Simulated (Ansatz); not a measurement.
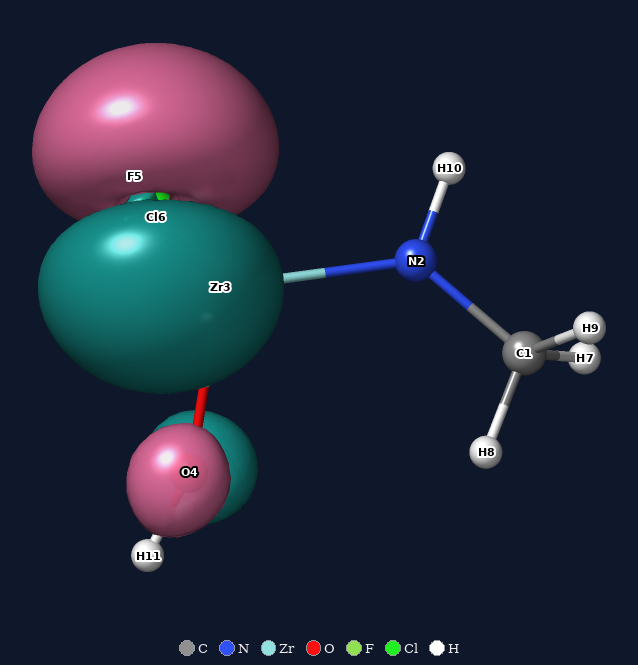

The picture shows: CH5ClFNOZr. The HOMO−1 at ±0.1 Å⁻³ᐟ² (teal and pink are the two phases), seen across its widest extent.

Geometry: PBE0-D4/def2-TZVP; core potentials replace the inner electrons of Zr.

Computed with RKS PBE0-D4/def2-TZVPP in Ansatz.

```yaml
atoms:
  - { symbol: C, position_ang: [1.3847, -1.0125, -0.2782] }
  - { symbol: N, position_ang: [0.7762, 0.2892, -0.4689] }
  - { symbol: Zr, position_ang: [-0.9880, 1.0126, 0.1565] }
  - { symbol: O, position_ang: [-2.0777, -0.5055, 0.5487] }
  - { symbol: F, position_ang: [-1.6545, 2.1708, -1.2104] }
  - { symbol: Cl, position_ang: [-0.6339, 2.3101, 2.1172] }
  - { symbol: H, position_ang: [1.6273, -1.4939, -1.2321] }
  - { symbol: H, position_ang: [0.6931, -1.6703, 0.2528] }
  - { symbol: H, position_ang: [2.3034, -0.9521, 0.3160] }
  - { symbol: H, position_ang: [1.3863, 0.9082, -0.9925] }
  - { symbol: H, position_ang: [-2.8169, -1.0566, 0.7909] }
```

Q: What is the character of this orbital?

A: By Hirshfeld shares it lies mainly on Cl6 (about 85 %); largely a lone pair of Cl6. Its energy is −8.88 eV.
